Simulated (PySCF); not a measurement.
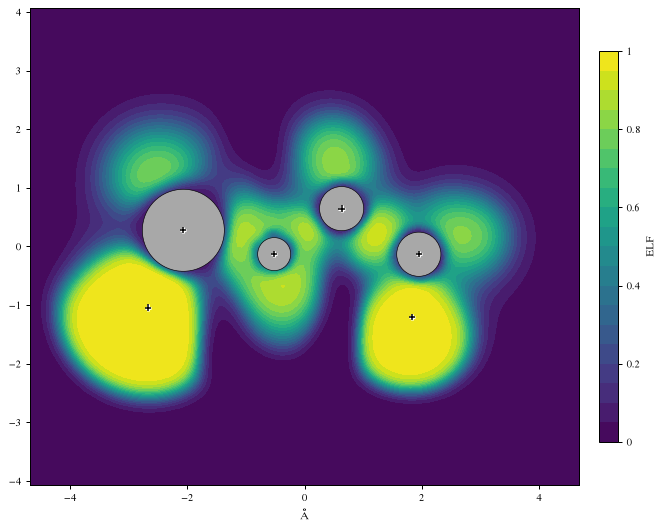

The ELF on a plane through atoms (crosses mark nuclei in the plane; grey discs cover the cores).

All numbers below come from PBE0/pcSseg-1, SCF density, gas phase, non-relativistic (PySCF 2.14.0).

Candidates:
A. C2H8OSi2 (SMILES [SiH3]O[C@H]1C[SiH2]1)
B. C5H15BSi2 (SMILES C=C(C)B[SiH2]CC[SiH3])

Which system is this?

Answer. Candidate A: C2H8OSi2 on the plane of atoms C3, C4 and H10, which holds Si, O, C and H. C–O (1.39 Å): the ELF peaks at about 0.90 between the atoms (a polar covalent bond). C–C (1.53 Å): the ELF peaks at about 0.95 between the atoms, as expected for a covalent bond.
